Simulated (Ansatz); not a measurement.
**CH₅FO₂Zr: small, medium and large basis sets**

Aim: see how fast density functionals converge with the basis set for CH₅FO₂Zr.

Program: Ansatz 0.2.0, Gaussian basis. Level of theory: one geometry, several basis sets. These are calculated values, not measurements.

The runs, in order: PBE0-D4/def2-SVP; ωB97M-V/def2-SVP; PBE0-D4/def2-QZVPP; ωB97M-V/def2-QZVPP; the functionals' def2-TZVPP values are taken from earlier runs.

1 further run of the same task is left out (for a known fault of the program). Runs told in other sessions of the task aren't counted.

## (1) The geometry

An earlier PBE0-D4 in a triple-zeta def2 set relaxation fixed the geometry. Zr takes the def2 core potential; no spin-orbit term is included.

SMILES `[CH3][Zr]([OH])([OH])[F]`, 10 atoms, charge 0, spin multiplicity 1.

Atoms are counted from 1 here; the program's logs count them from 0.

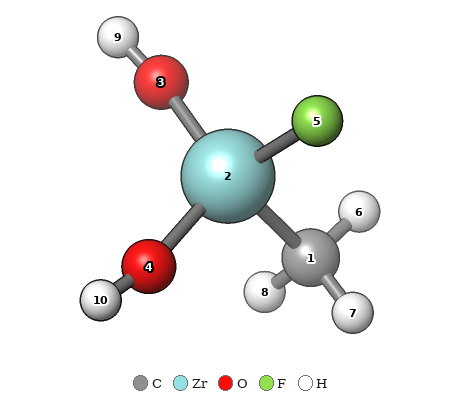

The structure; carbon grey, zirconium light teal, oxygen red, fluorine green, hydrogen white; atoms are numbered from 1 in the order of the file.

## (2) PBE0-D4 in def2-SVP

in.yaml reads:

```yaml
crystal:
  periodic: [false, false, false]
  atoms:
    - {symbol: C, position_ang: [-1.449159, -0.494641, -0.413126]}
    - {symbol: Zr, position_ang: [0.407394, 0.534342, 0.251683]}
    - {symbol: O, position_ang: [1.058324, -0.483477, 1.738106]}
    - {symbol: O, position_ang: [1.567118, 0.543386, -1.272622]}
    - {symbol: F, position_ang: [-0.102057, 2.308058, 0.770840]}
    - {symbol: H, position_ang: [-2.186057, -0.537485, 0.396988]}
    - {symbol: H, position_ang: [-1.908930, 0.030806, -1.257925]}
    - {symbol: H, position_ang: [-1.245036, -1.522555, -0.732111]}
    - {symbol: H, position_ang: [1.567840, -0.925953, 2.409989]}
    - {symbol: H, position_ang: [2.290563, 0.547500, -1.891811]}
basis:
  gaussian: {orbitals: def2-SVP}
hamiltonian: {xc: pbe0, dispersion: d4}
output: {orbitals: {seedname: orbitals}}
```

Launch:

```sh
$ ansatz run in.yaml --threads 4 --pin off --events-out ev --progress --plain --max-ram 10444MiB
```

What it wrote:

```text
Functional definition: PBE0
  name "PBE0"
  cite "Adamo & Barone, J. Chem. Phys. 110, 6158 (1999) doi:10.1063/1.478522"
  cite "Perdew, Burke & Ernzerhof, Phys. Rev. Lett. 77, 3865 (1996) doi:10.1103/PhysRevLett.77.3865"
  parent pbe
  parameter a = 0.25
  parameter kappa = 0.804
  parameter beta = 0.06672455060314922
  exchange = (1 - a)*pbe_x(kappa = kappa, mu = beta*pi^2/3) + a*exact_x
  correlation = pbe_c(beta = beta)
1235 factors; their error is unknown
mean field evaluation 1: about -9185.7608 eV, gradient 9.0e1 eV
mean field evaluation 2: about -9140.2677 eV, gradient 1.8e2 eV
mean field evaluation 4: about -9200.9059 eV, gradient 7.6e0 eV
mean field evaluation 8: about -9201.0323 eV, gradient 2.5e-1 eV
mean field evaluation 16: about -9201.0704 eV, gradient 1.8e-4 eV
mean field -9201.07035194 eV, -338.1330987244 hartree, gradient 6.0e-5 eV, S^2 0.000000; 0 other end points of the search recorded, 0 dependent functions left out
reference -9201.07042000 eV, -338.1331012256 hartree; 24, 24 occupied and 88, 88 virtual orbitals, 1235 factors
Total energy: -9201.22513318 eV, -338.1387868300 hartree
```

Wall time 0.45 s (4 threads of AMD EPYC 9R45, shared host).

## (3) ωB97M-V in def2-SVP

in.yaml: that of step 2 with these lines changed.

```diff
@@ -15,3 +15,3 @@
   gaussian: {orbitals: def2-SVP}
-hamiltonian: {xc: pbe0, dispersion: d4}
+hamiltonian: {xc: {name: wB97M-V}}
 output: {orbitals: {seedname: orbitals}}
```

The command is unchanged.

What it wrote, shortened:

```text
Functional definition: wB97M-V
  name "wB97M-V"
  cite "Mardirossian & Head-Gordon, J. Chem. Phys. 144, 214110 (2016) doi:10.1063/1.4952647"
  cite "Becke, J. Chem. Phys. 107, 8554 (1997) doi:10.1063/1.475007"
  cite "Vydrov & Van Voorhis, J. Chem. Phys. 133, 244103 (2010) doi:10.1063/1.3521275"
  # Of w^i u^j: cxij and so on, Table III.
[...]
  gx(w, u) = 1 - cx + cx01*u + cx10*w
  gss(w, u) = css00 + css04*u^4 + css10*w + css20*w^2 + css43*w^4*u^3
  gos(w, u) = cos00 + cos10*w + (cos20 + cos21*u)*w^2 + (cos60 + cos61*u)*w^6
[...]
      + integral(e_c_pw_mod_opposite_spin*gos(b97_w_opposite, b97_u_opposite)) + vv10(b, c)
1189 factors; their error is unknown
284 factors; integrals over basis functions are off by at most 9.3e-6 eV
[...]
mean field -9204.67928424 eV, -338.2657245401 hartree, gradient 2.4e-5 eV, S^2 0.000000; 0 other end points of the search recorded, 0 dependent functions left out
reference -9204.67939156 eV, -338.2657284841 hartree; 24, 24 occupied and 88, 88 virtual orbitals, 1189 factors
Total energy: -9204.67939156 eV, -338.2657284841 hartree
```

It took 1.6 s on 4 threads of AMD EPYC 9R45, shared host.

## (4) PBE0-D4 in def2-QZVPP

in.yaml: that of step 3 with these lines changed.

```diff
@@ -14,4 +14,4 @@
 basis:
-  gaussian: {orbitals: def2-SVP}
-hamiltonian: {xc: {name: wB97M-V}}
+  gaussian: {orbitals: "def2-QZVPP.json"}
+hamiltonian: {xc: pbe0, dispersion: d4}
 output: {orbitals: {seedname: orbitals}}
```

Same command.

What it wrote:

```text
Functional definition: PBE0
  name "PBE0"
  cite "Adamo & Barone, J. Chem. Phys. 110, 6158 (1999) doi:10.1063/1.478522"
  cite "Perdew, Burke & Ernzerhof, Phys. Rev. Lett. 77, 3865 (1996) doi:10.1103/PhysRevLett.77.3865"
  parent pbe
  parameter a = 0.25
  parameter kappa = 0.804
  parameter beta = 0.06672455060314922
  exchange = (1 - a)*pbe_x(kappa = kappa, mu = beta*pi^2/3) + a*exact_x
  correlation = pbe_c(beta = beta)
1474 factors; their error is unknown
mean field evaluation 1: about -9192.4313 eV, gradient 1.1e2 eV
mean field evaluation 2: about -9135.3260 eV, gradient 2.0e2 eV
mean field evaluation 4: about -9211.3482 eV, gradient 1.0e1 eV
mean field evaluation 8: about -9211.5741 eV, gradient 7.9e-2 eV
mean field evaluation 16: about -9211.5865 eV, gradient 8.2e-5 eV
mean field -9211.58650444 eV, -338.5195602007 hartree, gradient 8.2e-5 eV, S^2 0.000000; 0 other end points of the search recorded, 0 dependent functions left out
reference -9211.58655035 eV, -338.5195618879 hartree; 24, 24 occupied and 435, 435 virtual orbitals, 1474 factors
Total energy: -9211.74126353 eV, -338.5252474924 hartree
```

Run time: 2.3 s. Hardware: 4 threads of AMD EPYC 9R45, shared host; peak memory 1.4 GiB.

## (5) ωB97M-V in def2-QZVPP

in.yaml: that of step 4 with these lines changed.

```diff
@@ -15,3 +15,3 @@
   gaussian: {orbitals: "def2-QZVPP.json"}
-hamiltonian: {xc: pbe0, dispersion: d4}
+hamiltonian: {xc: {name: wB97M-V}}
 output: {orbitals: {seedname: orbitals}}
```

Launched as before.

What it wrote, shortened:

```text
Functional definition: wB97M-V
  name "wB97M-V"
  cite "Mardirossian & Head-Gordon, J. Chem. Phys. 144, 214110 (2016) doi:10.1063/1.4952647"
  cite "Becke, J. Chem. Phys. 107, 8554 (1997) doi:10.1063/1.475007"
  cite "Vydrov & Van Voorhis, J. Chem. Phys. 133, 244103 (2010) doi:10.1063/1.3521275"
  # Of w^i u^j: cxij and so on, Table III.
[...]
  gx(w, u) = 1 - cx + cx01*u + cx10*w
  gss(w, u) = css00 + css04*u^4 + css10*w + css20*w^2 + css43*w^4*u^3
  gos(w, u) = cos00 + cos10*w + (cos20 + cos21*u)*w^2 + (cos60 + cos61*u)*w^6
[...]
      + integral(e_c_pw_mod_opposite_spin*gos(b97_w_opposite, b97_u_opposite)) + vv10(b, c)
1430 factors; their error is unknown
383 factors; integrals over basis functions are off by at most 1.7e-5 eV
[...]
mean field -9215.45262403 eV, -338.6616374749 hartree, gradient 6.5e-5 eV, S^2 0.000000; 0 other end points of the search recorded, 0 dependent functions left out
reference -9215.45270117 eV, -338.6616403099 hartree; 24, 24 occupied and 435, 435 virtual orbitals, 1430 factors
Total energy: -9215.45270117 eV, -338.6616403099 hartree
```

Wall time 5.5 s (4 threads of AMD EPYC 9R45, shared host); peak memory 1.8 GiB.

## (6) Functionals by basis

The def2-TZVPP values come from earlier runs at the same geometry.

```tsv
functional	basis	functions	energy (eV)	from the largest (eV)	HOMO (eV)	LUMO (eV)
PBE0-D4	def2-SVP	112	-9201.2251	10.516	-7.38	-0.04
PBE0-D4	def2-TZVPP	250	-9211.1978	0.543	-7.48	-0.22
PBE0-D4	def2-QZVPP	459	-9211.7413	0.000	-7.50	-0.34
ωB97M-V	def2-SVP	112	-9204.6794	10.773	-9.64	0.91
ωB97M-V	def2-TZVPP	250	-9214.9360	0.517	-9.76	0.61
ωB97M-V	def2-QZVPP	459	-9215.4527	0.000	-9.78	0.40
```

## (7) Outcome

| quantity | value |
| --- | --- |
| PBE0-D4: double and triple zeta above quadruple | 10.52, 0.54 eV |
| ωB97M-V: double and triple zeta above quadruple | 10.77, 0.52 eV |

PBE0-D4 gains 9.97 eV from double to triple zeta, then 0.54 eV more. Total energies overstate the basis error of differences, where much of it tends to cancel. The LUMO of ωB97M-V is positive and keeps falling with the basis (0.91 to 0.40 eV): an unbound level that the basis holds in place.

For PBE0-D4 the largest set took about 5 times as long as the smallest (2.3 s against 0.45 s).
